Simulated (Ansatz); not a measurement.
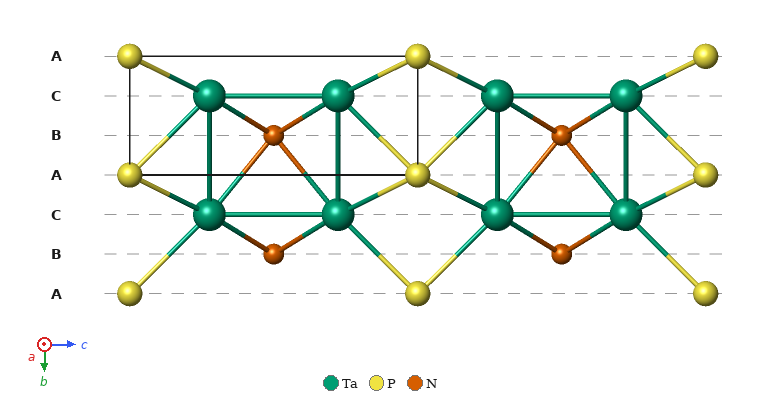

The picture looks along a close-packed row of the hexagonal mesh; c points to the right. The dashed lines mark the three columns A (0, 0), B (1/3, 2/3) and C (2/3, 1/3). The sequence starts with the first layer at or above the cell's origin.

Ta₂PN (space group P-6m2, No. 187). Coordinates: coordinates from a relaxation with DFT PBEsol, scalar-relativistic, plane waves, PAW (Ansatz); the starting structure was generated, so it need not be a known form of this composition.

### Give the sequence of layers in one repeat, with element and column.

P(A) – Ta(C) – N(B) – Ta(C) (four layers in 6.40 Å).
